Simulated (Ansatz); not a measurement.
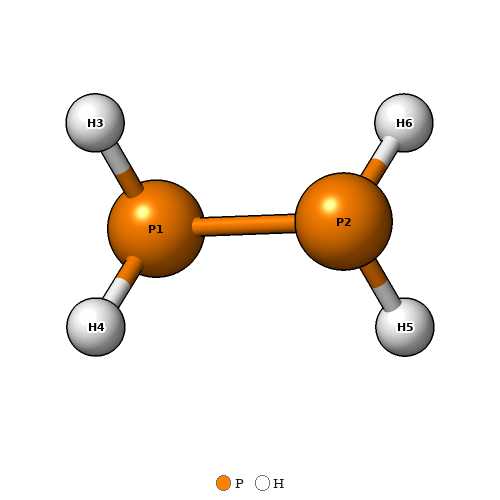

The system is P2H4; the picture shows the reference structure. 
- First axis: bond length P1–H3. Second axis: angle H4–P1–H3.
- Nothing is relaxed (all other coordinates rigid).
- The scan uses a 15 × 15 grid.
- Points are written as (first, second).
- Energies are in kJ/mol, from the lowest grid point.
- All numbers below come from Ansatz, RHF/def2-TZVP.

Its coordinates:

```xyz
6

P    -0.3211   -0.2018   -1.0496
P     0.3218    0.2008    1.0496
H    -1.6835    0.0667   -0.8258
H    -0.4537   -1.5923   -0.8845
H     1.6847   -0.0651    0.8255
H     0.4519    1.5917    0.8849
```

Range: bond length P1–H3 from 1.210 to 1.969 Å; angle H4–P1–H3 from 69.5 to 119.5°.

Question: What will the energy surface look like?

Answer: The lowest grid point is at (1.427 Å, 94.5°). It is the only kind of minimum in the scanned range. The highest grid point, (1.969 Å, 119.5°), lies 204 kJ/mol above the lowest. Round the minimum the two coordinates are nearly uncoupled.

| angle H4–P1–H3 ↓, bond length P1–H3 → | 1.210 | 1.264 | 1.318 | 1.372 | 1.427 | 1.481 | 1.535 | 1.589 | 1.644 | 1.698 | 1.752 | 1.806 | 1.861 | 1.915 | 1.969 |
| --- | --- | --- | --- | --- | --- | --- | --- | --- | --- | --- | --- | --- | --- | --- | --- |
| 119.5 | 101 | 71 | 53 | 45 | 44 | 49 | 59 | 72 | 88 | 105 | 124 | 143 | 164 | 184 | 204 |
| 115.9 | 90 | 59 | 41 | 33 | 33 | 38 | 48 | 61 | 77 | 94 | 113 | 133 | 153 | 174 | 194 |
| 112.4 | 80 | 50 | 32 | 24 | 23 | 28 | 38 | 51 | 67 | 85 | 104 | 124 | 144 | 165 | 185 |
| 108.8 | 72 | 42 | 24 | 16 | 15 | 20 | 30 | 43 | 59 | 77 | 96 | 116 | 136 | 157 | 178 |
| 105.2 | 66 | 35 | 17 | 9 | 8 | 14 | 23 | 37 | 53 | 70 | 89 | 109 | 130 | 151 | 172 |
| 101.7 | 62 | 31 | 13 | 5 | 4 | 9 | 19 | 32 | 48 | 66 | 85 | 105 | 125 | 146 | 167 |
| 98.1 | 59 | 29 | 10 | 2 | 1 | 6 | 16 | 29 | 45 | 62 | 81 | 101 | 122 | 143 | 164 |
| 94.5 | 59 | 28 | 10 | 1 | 0 | 5 | 15 | 28 | 43 | 61 | 80 | 100 | 120 | 141 | 162 |
| 90.9 | 60 | 29 | 11 | 2 | 1 | 6 | 15 | 28 | 44 | 61 | 80 | 100 | 120 | 141 | 162 |
| 87.4 | 64 | 33 | 14 | 5 | 4 | 8 | 18 | 30 | 46 | 63 | 82 | 101 | 122 | 142 | 163 |
| 83.8 | 70 | 38 | 19 | 10 | 9 | 13 | 22 | 34 | 50 | 67 | 85 | 104 | 125 | 145 | 166 |
| 80.2 | 78 | 46 | 27 | 17 | 16 | 20 | 28 | 41 | 56 | 72 | 90 | 110 | 130 | 150 | 170 |
| 76.7 | 88 | 56 | 36 | 27 | 24 | 28 | 37 | 48 | 63 | 80 | 97 | 116 | 136 | 156 | 176 |
| 73.1 | 100 | 68 | 48 | 38 | 36 | 39 | 47 | 59 | 73 | 89 | 106 | 125 | 144 | 163 | 183 |
| 69.5 | 115 | 82 | 62 | 52 | 49 | 52 | 59 | 71 | 84 | 100 | 117 | 135 | 154 | 173 | 192 |

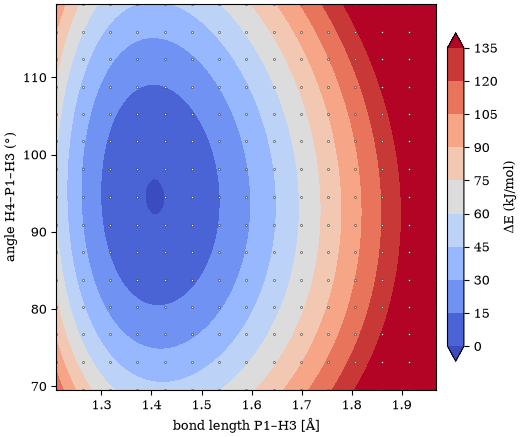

The picture shows filled contours, dots at the grid points, one colour for all values above the top of the scale. Between grid points the surface is interpolated.

Time for the 225 points that were run: 100 s on 1 thread of AMD EPYC 9R45 (Zen 5), on a shared host.
